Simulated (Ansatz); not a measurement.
All values below come from PBE (plane waves to 420 eV, PAW; Ansatz, a quantum-chemistry and plane-wave program).

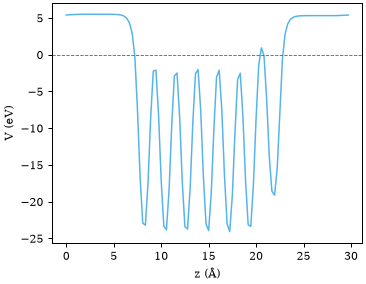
Planar average of the electrostatic potential across the slab, in eV from the Fermi level, for a constructed model of the (111) surface of fcc Ir, a pseudomorphic layer of Au in the other hollow (bottom of the slab: a bare face, its two planes held)

Set-up: 7 atoms, 13.6 Å thick at the start with caps and adatoms (thin: gaps and levels are the slab's own); mesh 16x16x1; 0.1 eV smearing; dipole correction on; 2 atoms held, the rest relaxed; symmetry of the start imposed; no spin, no spin-orbit, no U. In PBE it lies 0.04 eV a 1x1 cell over the lowest computed structure of the same composition (a pseudomorphic layer of Au in the host's stacking).

The vacuum level lies 5.32 eV above the Fermi level over the top face and 5.51 eV above it under the bottom face.
